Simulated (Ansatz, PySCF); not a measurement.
Bond stretch in AlBe (anion, charge -1), lowest singlet found (which spin is the ground state isn't settled by this scan).

Levels of theory: RKS-PBE = Ansatz (an electronic-structure program) with restricted PBE/aug-cc-pVDZ; UKS-PBE = unrestricted PBE/aug-cc-pVDZ (Ansatz); UMP2/6-31G* = PySCF with unrestricted MP2 (frozen core)/6-31G*, spherical d.

Energies are in mEh, each relative to the lowest point of its own curve between 1.89 and 2.47 Å, where full CI is lowest.

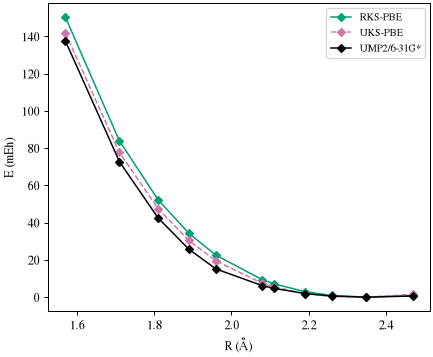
*Energy against bond length for each method.*

```
R / Å  RKS-PBE  UKS-PBE  UMP2/6-31G*
-----  -------  -------  -----------
1.57     150.4    141.9        137.7
1.71      83.9     77.8         72.8
1.81      52.4     47.6         42.6
1.89      34.3     30.5         25.7
1.96      22.6     19.5         15.2
2.08       9.4      7.5          6.2
2.11       7.2      5.5          4.8
2.19       3.0      1.9          2.0
2.26       0.9      0.4          0.6
2.35       0.0      0.0          0.0
2.47       0.9      1.5          0.6
```

At the longest distance, 2.47 Å, UKS-PBE lies highest above its minimum (1.5 mEh) and UMP2/6-31G* lowest (0.6 mEh).

The scan ran from 1.57 to 7.37 Å; beyond the distances shown full CI changes its symmetry label. The restricted form behind RKS-PBE keeps the bonding electrons paired and can't separate into open-shell fragments. Where the anion isn't bound against loss of the electron, the finite basis alone holds it. The unrestricted determinant behind UKS-PBE is spin-contaminated at 1.57 to 2.47 Å (<S²> up to 1.0, against 0.00 for a pure singlet). The unrestricted determinant behind UMP2/6-31G* is spin-contaminated at 1.57 to 2.47 Å (<S²> up to 1.8, against 0.00 for a pure singlet).
